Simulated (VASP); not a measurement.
Input:

```
K2Se
1.0
    0.00000     3.73441     3.73441
    3.73441     0.00000     3.73441
    3.73441     3.73441     0.00000
K Se
2 1
Direct
  0.25000   0.25000   0.25000
  0.75000   0.75000   0.75000
  0.00000   0.00000   0.00000
```

Method: LDA (Ceperley-Alder, Perdew-Zunger), VASP's LDA PAW potentials (set 64) (plane waves; VASP). Numerical set-up: 400 eV cut-off, 6×6×6 Γ-centred mesh, tetrahedra with Blöchl corrections, potentials K_sv Se.

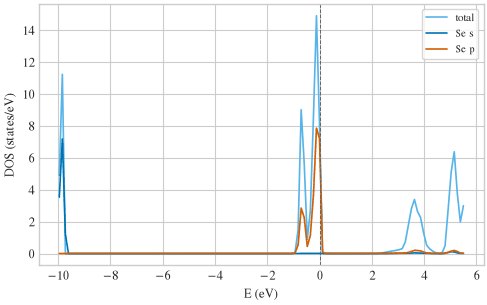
Total and projected density of states, zero at the valence-band maximum

Within 2 eV below the valence-band maximum the largest weight inside VASP's projection spheres is Se p.

The gap is indirect, 2.07 eV, from the valence maximum at X to the conduction minimum at Γ.

The structure comes from a computed database's K2Se entry (Fm-3m); how it stands against other phases isn't given here. It was relaxed first, which changed the volume by -8 %.
